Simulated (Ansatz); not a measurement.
## Effect of Te → Ni on HgTe

The reference is HgTe in the zinc blende structure (space group F-43m, No. 216; a = 6.510 Å).

Perturbation: full substitution Te → Ni, then cell and atoms are relaxed.

The values are results of PBEsol, PAW, 420 eV (Ansatz, a quantum-chemistry and plane-wave program; no spin-orbit coupling), not measurements. Γ-centred 14×14×14 mesh, Fermi–Dirac width 0.05 eV, for the changed cell.

The density grows by 1.53 g/cm³ to 9.43 g/cm³ and the lattice parameter a decreases by 0.8364 Å to 5.673 Å. The space group stays F-43m (No. 216) and the shortest interatomic distance shrinks by 0.362 Å to 2.457 Å. The band gap remains zero.

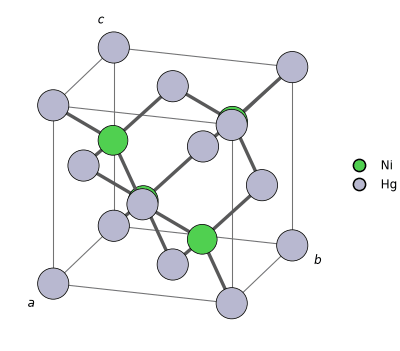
The relaxed conventional cell after the change

Cost of the whole job for the changed cell (relaxation, final SCF and bands): around 5 core-minutes (rough).

Spin-orbit coupling, missing from the scalar runs, can matter with Hg and Te. No phonon test of stability was made. As relaxed here, NiHg is a hypothetical phase, not in the database extracts checked. Starting moments died away, wholly or in part, for Te → Ni; another magnetic solution may exist. The final runs are not spin-polarised. The zero or small gap of HgTe can change with the level of theory.
